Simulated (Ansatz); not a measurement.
# Run report: ZnSiNH6ClO, geometry relaxation (part 2 of 2)

The same run, continued: ZnSiNH6ClO; RHF/def2-SVP (Ansatz 0.2.0). It belongs to a series of runs on one base structure; here: end point A relaxed.

Geometry of the input (Å):
```
Zn 0.5945  -0.3203  0.0287
Cl 1.1423  -1.1038  2.0282
O  0.4552  0.3429  -1.6196
H  -0.3864  0.4813  -2.0254
N  -2.1769  -0.7238  1.3986
H  -2.7304  -1.4799  1.0354
Si -3.0299  0.6755  1.9953
H  -3.8309  0.4330  3.2220
H  -2.0285  1.7271  2.2886
H  -3.9495  1.1361  0.9291
H  -1.4329  -1.1030  2.0000
```

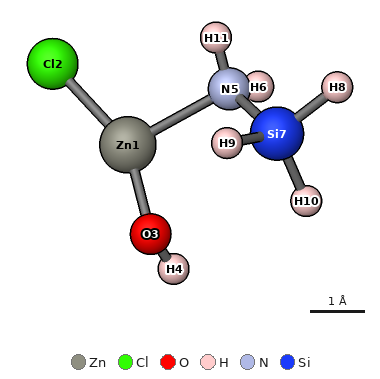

The geometry at step 18 of the log (ball-and-stick view, seen at a tilt; atoms are numbered from 1 in the order of the input).

**Trajectory as extended XYZ, continued**
```
11
Properties=species:S:1:pos:R:3:forces:R:3 step=8 energy=-72343.32624
Zn    0.0676   -0.3695    0.3757    0.1048   0.0137   0.0481
Cl    1.3105   -1.0717    2.0499    0.0126  -0.0164  -0.0111
O     0.0014    0.3657   -1.2721   -0.1201   0.0195  -0.0487
H    -0.8182    0.5137   -1.7149    0.0698  -0.0042   0.0117
N    -1.8953   -0.7282    1.3302   -0.0790  -0.0509  -0.0092
H    -2.4318   -1.3681    0.7643   -0.0203  -0.0097   0.0127
Si   -2.8362    0.7048    1.8205   -0.0534   0.1294   0.0054
H    -3.7375    0.3886    2.9510    0.0216  -0.0087  -0.0618
H    -1.8789    1.7532    2.2191   -0.0013  -0.0208   0.0159
H    -3.6155    1.1274    0.6396    0.0184  -0.0330   0.0204
H    -1.5393   -1.2510    2.1175    0.0468  -0.0189   0.0166
11
Properties=species:S:1:pos:R:3:forces:R:3 step=9 energy=-72343.33275
Zn    0.0753   -0.3738    0.3863    0.0490   0.0419  -0.0462
Cl    1.3410   -1.0944    2.0311    0.0178  -0.0196  -0.0099
O    -0.0539    0.4104   -1.2393   -0.0968  -0.0064   0.0154
H    -0.8868    0.5274   -1.6665    0.0771  -0.0087   0.0201
N    -1.8894   -0.7441    1.3458   -0.0349  -0.0006  -0.0148
H    -2.4258   -1.3952    0.7929   -0.0103  -0.0128   0.0086
Si   -2.8220    0.7089    1.7934   -0.0736   0.0312   0.0032
H    -3.7716    0.4135    2.8904    0.0341   0.0097  -0.0549
H    -1.8565    1.7371    2.2249   -0.0214  -0.0110  -0.0066
H    -3.5565    1.1254    0.5814    0.0421  -0.0026   0.0400
H    -1.5270   -1.2503    2.1404    0.0168  -0.0212   0.0452
11
Properties=species:S:1:pos:R:3:forces:R:3 step=10 energy=-72343.33728
Zn    0.0885   -0.3840    0.3991   -0.0422   0.1244  -0.1924
Cl    1.4265   -1.1710    1.9545   -0.0334   0.0031  -0.0693
O    -0.1690    0.5285   -1.1587   -0.2672  -0.1339   0.1358
H    -1.0223    0.5550   -1.5707    0.3098  -0.0141   0.1295
N    -1.8748   -0.7809    1.3969   -0.0149   0.0724  -0.0106
H    -2.4030   -1.4649    0.8747    0.0367   0.0169   0.0479
Si   -2.8038    0.7101    1.7339   -0.0808  -0.0151  -0.0387
H    -3.8606    0.4725    2.7544    0.1387   0.0219  -0.1569
H    -1.8358    1.7089    2.2305   -0.0586  -0.0345  -0.0113
H    -3.4133    1.1335    0.4487    0.0732  -0.0795   0.1877
H    -1.5057   -1.2426    2.2174   -0.0612   0.0384  -0.0217
11
Properties=species:S:1:pos:R:3:forces:R:3 step=11 energy=-72343.34485
Zn    0.0826   -0.3884    0.3953    0.0116   0.0579  -0.0383
Cl    1.4299   -1.2012    1.9259   -0.0116  -0.0144  -0.0421
O    -0.1730    0.5610   -1.1306   -0.2648  -0.0745  -0.0160
H    -1.0051    0.5349   -1.5817    0.2569   0.0201   0.1026
N    -1.8705   -0.7735    1.4029    0.0198   0.0354   0.0004
H    -2.3972   -1.4631    0.8874    0.0094   0.0076   0.0341
Si   -2.8034    0.7137    1.7313   -0.1113  -0.0065  -0.0506
H    -3.8612    0.4683    2.7429    0.0919   0.0189  -0.0749
H    -1.8479    1.7222    2.2295   -0.0410  -0.0307  -0.0177
H    -3.4207    1.1187    0.4487    0.0657  -0.0278   0.1114
H    -1.5068   -1.2277    2.2292   -0.0265   0.0139  -0.0089
11
Properties=species:S:1:pos:R:3:forces:R:3 step=12 energy=-72343.35339
Zn    0.0848   -0.3874    0.4063    0.0778  -0.0400   0.0417
Cl    1.4625   -1.3216    1.8389   -0.0343   0.0111  -0.0447
O    -0.1995    0.6266   -1.0687   -0.4227  -0.0483  -0.1855
H    -1.0111    0.5404   -1.5539    0.3848   0.0713   0.1756
N    -1.8525   -0.7608    1.4292   -0.0071  -0.0035   0.0332
H    -2.3654   -1.4791    0.9394    0.0219   0.0035   0.0295
Si   -2.8170    0.7161    1.7022    0.0053   0.0357  -0.0123
H    -3.8792    0.4744    2.7023   -0.0071  -0.0080  -0.0208
H    -1.8897    1.7471    2.2020   -0.0073   0.0000  -0.0127
H    -3.4129    1.0882    0.4065    0.0035  -0.0147   0.0193
H    -1.4933   -1.1787    2.2765   -0.0147  -0.0072  -0.0234
11
Properties=species:S:1:pos:R:3:forces:R:3 step=13 energy=-72343.35935
Zn    0.0846   -0.4180    0.4043    0.0895   0.0865   0.0065
Cl    1.4966   -1.4753    1.7234   -0.0973   0.0539  -0.1193
O    -0.2609    0.7517   -0.9559   -0.6520  -0.3312  -0.2628
H    -1.0190    0.5818   -1.5136    0.6432   0.1976   0.3939
N    -1.8289   -0.7595    1.4773   -0.0209  -0.0742   0.0838
H    -2.3297   -1.5173    1.0319    0.0527   0.0828   0.0835
Si   -2.8196    0.7196    1.6565    0.0770   0.0028  -0.0843
H    -3.9073    0.4970    2.6298   -0.0288  -0.0110   0.0467
H    -1.9226    1.7854    2.1380   -0.0207  -0.0227  -0.0055
H    -3.3948    1.0219    0.3360    0.0036  -0.0073  -0.0128
H    -1.4717   -1.1224    2.3531   -0.0463   0.0228  -0.1295
11
Properties=species:S:1:pos:R:3:forces:R:3 step=14 energy=-72343.36671
Zn    0.0721   -0.4021    0.4186    0.0451   0.0393   0.0078
Cl    1.4992   -1.4870    1.6795   -0.0170  -0.0034  -0.0362
O    -0.3040    0.7980   -0.9003   -0.6674  -0.3484  -0.5356
H    -0.9527    0.5536   -1.5624    0.6293   0.3049   0.5666
N    -1.8366   -0.7664    1.4895    0.0196  -0.0009   0.0481
H    -2.3393   -1.5257    1.0534    0.0270   0.0178   0.0305
Si   -2.8200    0.7185    1.6507    0.0300   0.0118  -0.0707
H    -3.9029    0.5082    2.6363   -0.0124   0.0010  -0.0038
H    -1.9179    1.7822    2.1250   -0.0131  -0.0034  -0.0084
H    -3.3950    1.0075    0.3259   -0.0046  -0.0129   0.0367
H    -1.4763   -1.1219    2.3645   -0.0365  -0.0058  -0.0350
11
Properties=species:S:1:pos:R:3:forces:R:3 step=15 energy=-72343.37965
Zn    0.0809   -0.4091    0.4342    0.0026   0.0257   0.0001
Cl    1.5258   -1.5375    1.6251    0.0114  -0.0202  -0.0094
O    -0.3436    0.8137   -0.8457   -0.3639  -0.1723  -0.3331
H    -0.9556    0.5750   -1.5337    0.3466   0.1867   0.3135
N    -1.8255   -0.7600    1.5032   -0.0474  -0.0670   0.0654
H    -2.3195   -1.5267    1.0688    0.0328   0.0375   0.0276
Si   -2.8212    0.7209    1.6321    0.0640   0.0085  -0.0888
H    -3.9099    0.5187    2.6152    0.0128   0.0009  -0.0136
H    -1.9264    1.7956    2.0912   -0.0219   0.0204   0.0171
H    -3.3901    0.9808    0.3007   -0.0310  -0.0051   0.0147
H    -1.4881   -1.1064    2.3897   -0.0059  -0.0150   0.0065
11
Properties=species:S:1:pos:R:3:forces:R:3 step=16 energy=-72343.39888
Zn    0.0743   -0.4245    0.4563    0.0516  -0.0378   0.0118
Cl    1.5638   -1.6637    1.4812   -0.0503   0.0478  -0.0654
O    -0.4109    0.8774   -0.7309   -0.1334  -0.1243   0.0154
H    -0.9404    0.6762   -1.4876    0.1297   0.0654   0.0723
N    -1.8046   -0.7708    1.5656   -0.0365   0.0276   0.0212
H    -2.2829   -1.5595    1.1520    0.0267   0.0680   0.0277
Si   -2.8057    0.7209    1.5682   -0.0779  -0.0540   0.1037
H    -3.9031    0.5518    2.5504   -0.0070  -0.0049  -0.0130
H    -1.9559    1.8391    2.0094    0.0272  -0.0292  -0.0706
H    -3.3913    0.8937    0.2296    0.0672  -0.0238   0.0071
H    -1.5165   -1.0758    2.4866    0.0027   0.0651  -0.1102
11
Properties=species:S:1:pos:R:3:forces:R:3 step=17 energy=-72343.41173
Zn    0.0738   -0.4442    0.4622    0.0096  -0.0040   0.0112
Cl    1.5867   -1.6987    1.4202   -0.0270   0.0132  -0.0393
O    -0.4530    0.8765   -0.6811    0.1165   0.0348   0.3727
H    -0.8978    0.7010   -1.4868   -0.1090  -0.0370  -0.3484
N    -1.7988   -0.7601    1.5799   -0.0316  -0.0206   0.0952
H    -2.2725   -1.5539    1.1724    0.0138   0.0303   0.0293
Si   -2.8140    0.7207    1.5629    0.0202   0.0195  -0.0544
H    -3.9168    0.5543    2.5359   -0.0305  -0.0244   0.0288
H    -1.9749    1.8511    1.9913    0.0139  -0.0190  -0.0336
H    -3.3848    0.8692    0.2160    0.0168  -0.0141   0.0139
H    -1.5212   -1.0511    2.5078    0.0073   0.0214  -0.0754
11
Properties=species:S:1:pos:R:3:forces:R:3 step=18 energy=-72343.41789
Zn    0.0715   -0.4502    0.4651   -0.0073  -0.0025   0.0182
Cl    1.5888   -1.7243    1.3842   -0.0111   0.0008  -0.0322
O    -0.4737    0.8878   -0.6484    0.1055   0.0427   0.3645
H    -0.8887    0.7288   -1.4730   -0.0932  -0.0298  -0.3631
N    -1.7953   -0.7592    1.5926   -0.0180  -0.0127   0.0836
H    -2.2665   -1.5587    1.1948    0.0053   0.0057   0.0249
Si   -2.8141    0.7186    1.5517    0.0501   0.0275  -0.0794
H    -3.9233    0.5576    2.5184   -0.0325  -0.0196   0.0340
H    -1.9790    1.8545    1.9724   -0.0011  -0.0124  -0.0196
H    -3.3742    0.8470    0.1988   -0.0054  -0.0085   0.0159
H    -1.5188   -1.0369    2.5240    0.0077   0.0087  -0.0470
11
Properties=species:S:1:pos:R:3:forces:R:3 step=19 energy=-72343.44622
Zn    0.0510   -0.4832    0.4654   -0.0227   0.0688  -0.0164
Cl    1.5796   -1.8431    1.2240   -0.0143  -0.0234  -0.0143
O    -0.4940    0.9227   -0.5650   -0.1926  -0.0881  -0.2931
H    -0.7523    0.8378   -1.4733    0.1843   0.0702   0.3033
N    -1.7836   -0.7399    1.6416   -0.0137  -0.0505   0.0968
H    -2.2483   -1.5710    1.3048    0.0306  -0.0035   0.0391
Si   -2.8431    0.7063    1.5305    0.1487   0.1077  -0.1822
H    -3.9519    0.5506    2.4971   -0.0484  -0.0229   0.0539
H    -2.0415    1.8837    1.9005   -0.0396  -0.0287   0.0097
H    -3.3948    0.7521    0.1688   -0.0337  -0.0056   0.0302
H    -1.4944   -0.9511    2.5862    0.0014  -0.0239  -0.0269
11
Properties=species:S:1:pos:R:3:forces:R:3 step=20 energy=-72343.38487 accepted=F
Zn    0.0189   -0.5019    0.4583    0.0245   0.0321   0.0740
Cl    1.5678   -1.9024    1.1183   -0.0853   0.0503  -0.0729
O    -0.5943    0.9337   -0.5014    0.0268  -0.1965  -3.0223
H    -0.5804    0.9283   -1.5043    0.0156   0.1029   3.0386
N    -1.7779   -0.7392    1.6847    0.0256  -0.0705   0.0932
H    -2.2397   -1.5896    1.3884    0.0635   0.0870   0.0671
Si   -2.8473    0.6989    1.5100    0.0531   0.0877  -0.2052
H    -3.9557    0.5519    2.4800   -0.0550  -0.0143   0.0696
H    -2.0715    1.9011    1.8585   -0.0322  -0.0743  -0.0097
H    -3.4100    0.6903    0.1493    0.0029  -0.0098   0.0989
H    -1.4832   -0.9060    2.6388   -0.0396   0.0054  -0.1312
11
Properties=species:S:1:pos:R:3:forces:R:3 step=21 energy=-72343.46579
Zn    0.0452   -0.4887    0.4679   -0.0451   0.0391   0.0390
Cl    1.5717   -1.8826    1.1717   -0.0217   0.0149  -0.0508
O    -0.5738    0.9292   -0.5080   -0.0672  -0.1365  -0.2034
H    -0.7177    0.8891   -1.4421    0.1205   0.0894   0.1865
N    -1.7744   -0.7419    1.6634    0.0248  -0.0395   0.0563
H    -2.2338   -1.5837    1.3463    0.0167   0.0102   0.0274
Si   -2.8317    0.7053    1.5001    0.0928   0.0408  -0.1069
H    -3.9452    0.5590    2.4687   -0.0208  -0.0001   0.0211
H    -2.0393    1.8904    1.8599   -0.0383  -0.0156   0.0152
H    -3.3864    0.7198    0.1393   -0.0367  -0.0178   0.0449
H    -1.4881   -0.9309    2.6136   -0.0250   0.0149  -0.0292
11
Properties=species:S:1:pos:R:3:forces:R:3 step=22 energy=-72343.48054
Zn    0.0308   -0.4980    0.4709   -0.0407   0.0337   0.0437
Cl    1.5755   -1.8986    1.1177   -0.0218   0.0158  -0.0499
O    -0.6189    0.9177   -0.4911   -0.0153  -0.1639  -0.7187
H    -0.6289    0.9291   -1.4458    0.0731   0.0946   0.7200
N    -1.7741   -0.7416    1.6817    0.0704  -0.0045  -0.0131
H    -2.2302   -1.5904    1.3792    0.0001   0.0173   0.0152
Si   -2.8311    0.7042    1.4871   -0.0617  -0.0028  -0.0011
H    -3.9435    0.5659    2.4620    0.0029  -0.0042   0.0172
H    -2.0532    1.8975    1.8465    0.0044  -0.0083  -0.0275
H    -3.4092    0.6930    0.1369    0.0156  -0.0102   0.0225
H    -1.4905   -0.9136    2.6355   -0.0269   0.0325  -0.0083
11
Properties=species:S:1:pos:R:3:forces:R:3 step=23 energy=-72343.49213
Zn    0.0079   -0.5210    0.4606   -0.0542   0.0654   0.0635
Cl    1.5759   -1.9154    1.0623   -0.0266   0.0075  -0.0459
O    -0.6673    0.8889   -0.4900    0.2785  -0.0394  -1.3439
H    -0.5030    1.0004   -1.4349   -0.1943  -0.0385   1.3147
N    -1.7766   -0.7338    1.6982    0.0573  -0.0715  -0.0047
H    -2.2303   -1.5927    1.4202    0.0062   0.0275   0.0278
Si   -2.8514    0.6973    1.4870    0.0388   0.0351  -0.0474
H    -3.9495    0.5656    2.4797    0.0051   0.0102  -0.0090
H    -2.0670    1.8982    1.8068   -0.0455  -0.0018   0.0143
H    -3.4270    0.6587    0.1369   -0.0399  -0.0210   0.0489
H    -1.4850   -0.8812    2.6539   -0.0253   0.0265  -0.0184
11
Properties=species:S:1:pos:R:3:forces:R:3 step=24 energy=-72343.51461
Zn   -0.0280   -0.5044    0.4774    0.1251  -0.0968  -0.1005
Cl    1.5271   -1.9908    0.8905   -0.0564   0.0567  -0.0009
O    -0.6452    0.8943   -0.5262   -0.0377  -0.1412   0.0737
H    -0.3516    1.1243   -1.3934    0.0067  -0.0249   0.1648
N    -1.7622   -0.7388    1.7625   -0.1581   0.4422  -0.1474
H    -2.2163   -1.6093    1.5325    0.0344  -0.0861  -0.0123
Si   -2.8625    0.6724    1.4703   -0.1137  -0.0268   0.0787
H    -3.9680    0.5751    2.4583    0.0248  -0.0341   0.0220
H    -2.1164    1.9072    1.7430    0.0284  -0.0264  -0.0190
H    -3.4421    0.5496    0.1295    0.0296  -0.0179  -0.0318
H    -1.5081   -0.8146    2.7363    0.1169  -0.0448  -0.0273
11
Properties=species:S:1:pos:R:3:forces:R:3 step=25 energy=-72343.51783
Zn   -0.0311   -0.5062    0.4673    0.3091  -0.5028   0.2023
Cl    1.5325   -1.9877    0.8782   -0.0815   0.0668   0.0046
O    -0.6427    0.8703   -0.5231   -0.3037   0.1881   0.0221
H    -0.3332    1.1352   -1.3691    0.0900   0.0639  -0.1013
N    -1.7662   -0.7341    1.7613   -0.1194   0.3655  -0.1547
H    -2.2193   -1.6069    1.5364    0.0363  -0.0683  -0.0123
Si   -2.8683    0.6730    1.4692   -0.0900  -0.0348   0.1024
H    -3.9663    0.5779    2.4648    0.0061  -0.0249   0.0201
H    -2.1221    1.9095    1.7311    0.0270  -0.0105  -0.0177
H    -3.4533    0.5433    0.1319    0.0226  -0.0144  -0.0442
H    -1.5032   -0.8092    2.7327    0.1037  -0.0285  -0.0213
11
Properties=species:S:1:pos:R:3:forces:R:3 step=26 energy=-72343.53348
Zn   -0.0247   -0.5756    0.4382    0.1054  -0.1262   0.0879
Cl    1.5457   -2.0371    0.8815   -0.1016   0.0685  -0.0126
O    -0.6825    0.8209   -0.5191    0.4502   0.5443  -1.0003
H    -0.2602    1.2216   -1.2845   -0.5126  -0.4732   0.9452
N    -1.7601   -0.7063    1.7351   -0.0863   0.0657   0.0360
H    -2.2065   -1.5932    1.5482    0.0133   0.0056   0.0367
Si   -2.8975    0.6769    1.4625    0.1375  -0.0371   0.0071
H    -3.9599    0.5750    2.4970    0.0154  -0.0251  -0.0103
H    -2.1576    1.9267    1.6828   -0.0377  -0.0113  -0.0068
H    -3.5174    0.5154    0.1420    0.0163   0.0063  -0.0021
H    -1.4526   -0.7591    2.6971   -0.0001  -0.0174  -0.0810
11
Properties=species:S:1:pos:R:3:forces:R:3 step=27 energy=-72343.54850
Zn   -0.0254   -0.5852    0.4216   -0.0783  -0.0014   0.0186
Cl    1.5101   -2.0629    0.8851   -0.0008   0.0127  -0.0048
O    -0.7247    0.7987   -0.5354   -0.0131  -0.1039   0.1410
H    -0.2959    1.2505   -1.2378    0.0656   0.1001  -0.1330
N    -1.7516   -0.6995    1.7419    0.0994   0.0010  -0.0337
H    -2.1945   -1.5939    1.5898   -0.0246   0.0079  -0.0052
Si   -2.8793    0.6781    1.4504   -0.0536  -0.0887  -0.0620
H    -3.9669    0.5439    2.4541   -0.0088   0.0283   0.0090
H    -2.1653    1.9327    1.7054    0.0291   0.0365   0.0201
H    -3.4621    0.5316    0.1121   -0.0215   0.0058   0.0177
H    -1.4177   -0.7291    2.6936    0.0066   0.0017   0.0322
11
Properties=species:S:1:pos:R:3:forces:R:3 step=28 energy=-72343.55041
Zn   -0.0344   -0.5909    0.4225   -0.0101   0.0057   0.0026
Cl    1.5008   -2.0752    0.8626    0.0066  -0.0090   0.0024
O    -0.7061    0.8116   -0.5240    0.0046  -0.0034   0.0060
H    -0.2766    1.2602   -1.2314   -0.0002   0.0130  -0.0099
N    -1.7466   -0.6964    1.7446    0.0034  -0.0076  -0.0073
H    -2.1906   -1.5923    1.6031   -0.0035   0.0003   0.0079
Si   -2.8860    0.6718    1.4460    0.0007   0.0113  -0.0007
H    -3.9693    0.5456    2.4559    0.0003   0.0005   0.0006
H    -2.1757    1.9332    1.6913   -0.0023  -0.0065  -0.0012
H    -3.4768    0.5127    0.1130   -0.0014  -0.0048  -0.0009
H    -1.4121   -0.7151    2.6971    0.0018   0.0005   0.0006
```
